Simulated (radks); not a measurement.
Ca²⁺ (Z = 20, 18 electrons); electrons: [Ar]. Method: scalar-relativistic Kohn-Sham, Slater X-alpha with alpha = 0.667, spin-polarised, spherical densities, finite nucleus; computed with the in-house radial solver radks.

Wanted: the number of electrons inside radius r (solid) and the radial density 4πr²ρ (dashed).

The count levels off at 18 electrons. Half of them lie within 0.478 bohr, 90 % within 1.56 bohr and 99 % within 2.46 bohr. The radial density has minima at 0.123 and 0.666 bohr, where the count stands at 2.2 and 10.4; these part the shells that the density resolves.

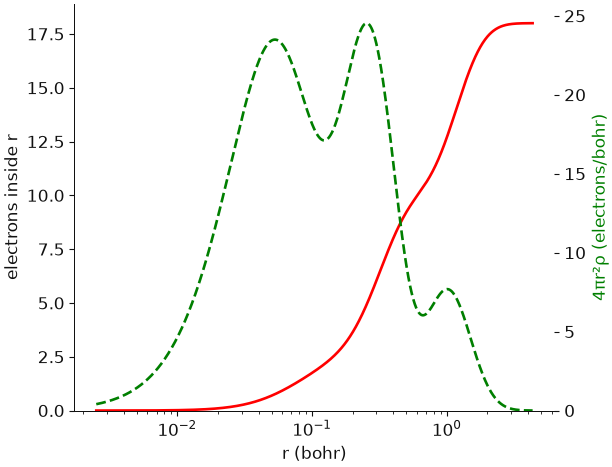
